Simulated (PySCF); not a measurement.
# C₂H₉ClGeSi₂: electronic excitations

Wanted: the electronic excitations of C₂H₉ClGeSi₂ (`Cl[C@@H]1[CH2][GeH2][SiH2][SiH2]1`), by calculation.

The runs use PySCF 2.14.0, with density-fitted response routines of our own; the level of theory stands in each step. All values are computed, except where a source is named. Atoms count from 0, in the outputs and in this text.

### 1 The starting structure

15 atoms, charge 0, multiplicity 1; geometry from: GFN2-xTB.

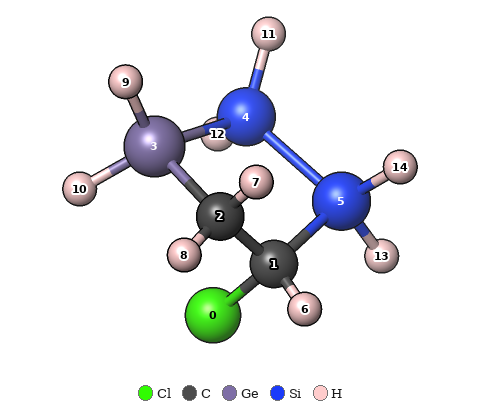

As it starts; chlorine green, carbon dark grey, germanium purple, silicon blue, hydrogen pink, atoms numbered.

### 2 TDDFT and polarisability: wB97X-D/def2-SVPD

What the job is given:

```
{"job": {"kind": "uv", "xc": "wB97X-D", "basis": "def2-SVPD", "nstates": 8, "ntriplets": 3}, "charge": 0, "multiplicity": 1}
Cl    -0.411284    -0.393561    -2.225486
C     -0.879978    -0.959179    -0.584104
C     -1.473111     0.228983     0.144479
Ge    -0.145404     1.724162     0.148670
Si     1.838438     0.467574     0.346981
Si     0.768346    -1.592983     0.185188
H     -1.621395    -1.745104    -0.741020
H     -1.712376    -0.077446     1.166755
H     -2.413129     0.531426    -0.322936
H     -0.556367     2.647227     1.280658
H     -0.394624     2.584431    -1.065319
H      2.515065     0.703079     1.626673
H      2.811811     0.764684    -0.705396
H      1.262459    -2.624000    -0.728358
H      0.407134    -2.251301     1.451303
```

With the program's defaults for keys left out, this is: TDDFT wB97X-D/def2-SVPD, vertical, gas phase, core orbitals frozen in the response.

Command:

```console
> OMP_NUM_THREADS=1 python probes_run.py task.json out
```

This one command runs all jobs of the session in turn.

What will the session give for the following? lowest singlet (wB97X-D/def2-SVPD); brightest single state of those computed; lowest triplet; surface potential, least and greatest. Wanted: lowest singlet; brightest single state of those computed; lowest triplet; surface potential, least and greatest.

**Answer**, as computed:

```
                                quantity                        value
      lowest singlet (wB97X-D/def2-SVPD)  6.27 eV (198 nm), f = 0.016
brightest single state of those computed  state 8, 7.36 eV, f = 0.135
                          lowest triplet                      5.66 eV
   surface potential, least and greatest           -0.65 V and 1.14 V
```

**Reading.** The first singlet state (HOMO→LUMO+1 0.67, HOMO→LUMO 0.18) lies at 6.27 eV and is weak; of the 8 states computed, the strongest absorption comes from state 8 at 7.36 eV (the last computed, so partners may be missing). The lowest triplet lies 0.61 eV below the lowest singlet (triplets in Tamm-Dancoff, singlets in full TDDFT).
